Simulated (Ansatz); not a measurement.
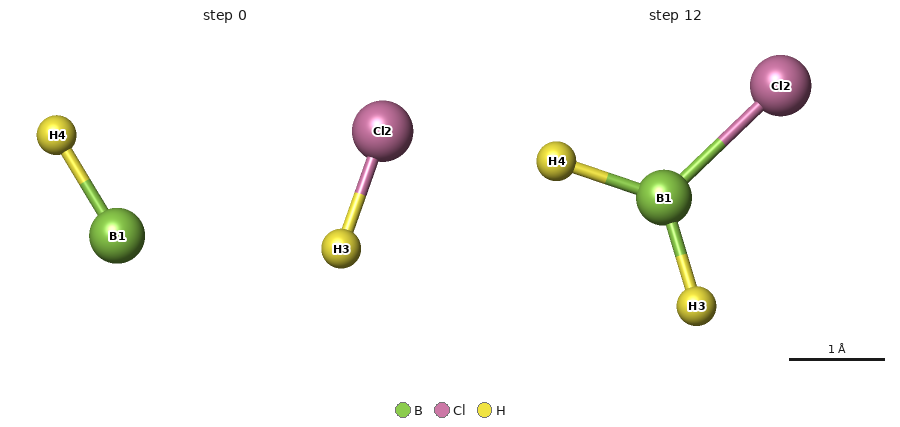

The structure of BH2Cl before (left) and after (right) a relaxation, at one scale.

A ball-and-stick model, seen from a free direction.

The run prepares an end point of a later path (reaction) calculation, from a guessed geometry.

Computed with RKS PBE0-D4/def2-SVPD (Ansatz 0.2.0).

Input file:
```yaml
crystal:
  periodic: [false, false, false]
  atoms:
    - { symbol: B, position_ang: [-0.285188, 0.0, -0.847569] }
    - { symbol: Cl, position_ang: [1.45475, 0.0, 1.669538] }
    - { symbol: H, position_ang: [1.764717, 0.0, 0.367171] }
    - { symbol: H, position_ang: [-1.397979, 0.0, -0.302141] }
basis:
  gaussian: { orbitals: def2-SVPD }
hamiltonian:
  xc: pbe0
  dispersion: d4
relax:
  f_tol: 0.03
  max_steps: 50
```

Command:
```bash
ansatz run input.yaml --threads 1 --pin off --max-ram 2048MiB --backend cpu --events-out ev --progress --plain --runs-dir out
```

Question: Describe what moved and what it gained.

Answer: H3 moves most after the best rigid fit: 1.19 Å. By element the largest moves are H 1.19 Å, B 1.12 Å, Cl 0.73 Å. Among the contacts that change: B1–Cl2 3.060 → 1.744 Å, Cl2–H3 1.339 → 2.539 Å, B1–H3 2.383 → 1.201 Å, B1–H4 1.239 → 1.200 Å. New bonds form, among them: B1–Cl2 (3.06 → 1.74 Å), B1–H3 (2.38 → 1.20 Å). Bonds break, among them: Cl2–H3 (1.34 → 2.54 Å). After 12 geometry steps the energy has fallen by 465.0 kJ/mol. The largest force component goes from 0.9 to 0.012 eV/Å.

Limits of the set-up: the start holds two separate molecules, 2.4 Å apart at their closest, whose relative position is a soft coordinate.
